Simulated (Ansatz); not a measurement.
C$_{2}$H$_{2}$FSi (doublet)

The calculation's input:

```
crystal:
  periodic: [false, false, false]
  atoms:
    - { symbol: C, position_ang: [0.1611, -0.7167, -1.6032] }
    - { symbol: C, position_ang: [0.1984, -0.2238, -0.5061] }
    - { symbol: Si, position_ang: [0.3036, 0.4798, 1.2092] }
    - { symbol: F, position_ang: [-0.4787, -0.4111, 2.2057] }
    - { symbol: H, position_ang: [-0.42801, 0.30288, -1.22605] }
    - { symbol: H, position_ang: [-0.1708, 1.8895, 1.2641] }
magnetization:
  spin_polarized: true
  initial_magnetization: 1
basis:
  gaussian: { orbitals: def2-SVP }
hamiltonian:
  xc: pbe
  dispersion: d4
relax:
  f_tol: 0.02
  max_steps: 50
output:
  orbitals: {}
```

Command:

```sh
ansatz run input.yaml --threads 2 --pin off --max-ram 3072MiB --backend cpu --events-out ev --progress --plain --runs-dir out
```

The fields are those of the run's last geometry, not of the input's.

All numbers below come from UKS PBE-D4/def2-SVP in Ansatz 0.2.0.

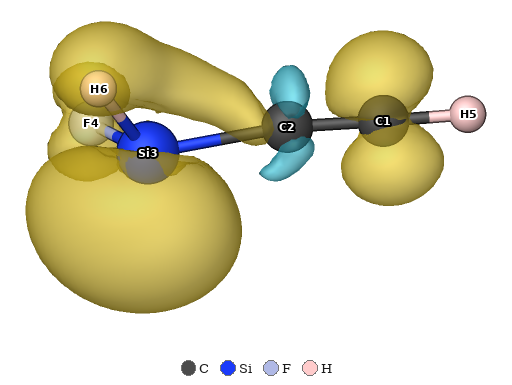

Figure 1. Isosurfaces of the spin density (α minus β) at +0.015 (yellow) and −0.015 e/Å³ (cyan), seen from one side.

> Which atoms carry the spin?

The unpaired spin (1 electron) lies mostly on Si3 (about 0.7), C1 (about 0.1) and F4 (about 0.1), in electrons by Hirshfeld's partition.

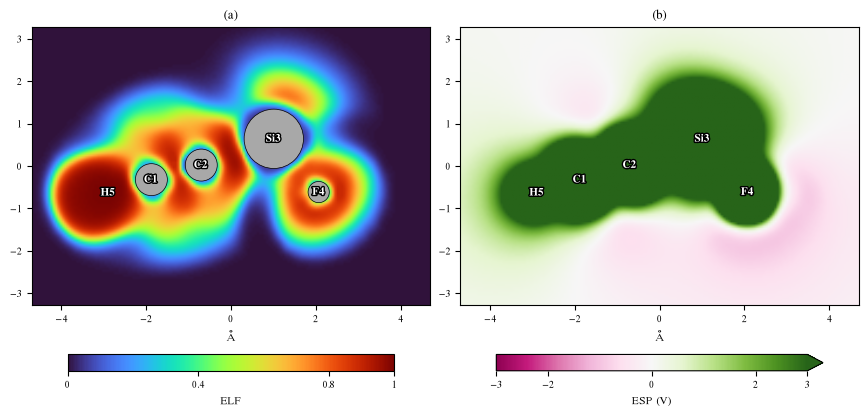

Figure 2. (a) ELF; (b) electrostatic potential on the plane of atoms C2, Si3 and F4. Grey discs cover the atomic cores in the ELF map.

> Describe what can be read from this map.

The section cuts through C, Si, F and H sites.
C–C (1.23 Å): the ELF peaks at about 0.85 between the atoms: a short, multiple covalent bond.
Si–F (1.64 Å): the ELF peaks at about 0.85 in the valence shell of F, 0.6 Å from its nucleus, and is about 0.45 at the midpoint.
C–Si (1.82 Å): the ELF peaks at about 0.95 between the atoms (a shared electron pair).
C–H (1.08 Å): the ELF climbs to about 1 towards the hydrogen, as it does in any bond to H (an ordinary covalent bond to hydrogen).
The ELF also peaks beside F4, away from the bonds: non-bonding electrons, paired or unpaired.
Outside the dense part of the molecule the potential is most negative (−1.0 V) near F4.

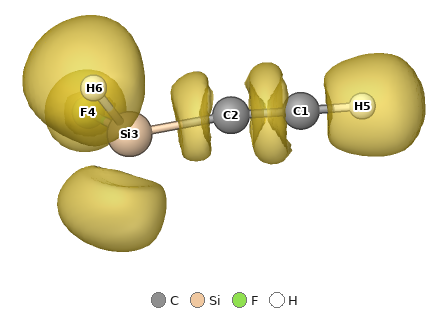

Figure 3. Isosurface of the ELF at 0.8 (yellow), seen from one side. Only the valence region is drawn (cores and ρ < 0.01 e/Å³ removed).

> Where are the electrons localised?

The surface consists of one region between bonded C–C atoms (shared pairs), one region between bonded C–Si atoms (shared pairs), two regions around hydrogen nuclei, one lobe on Si, pointing away from the bonds (non-bonding electrons) and one region wrapped around F (its lone pairs, merged into a ring or cap).
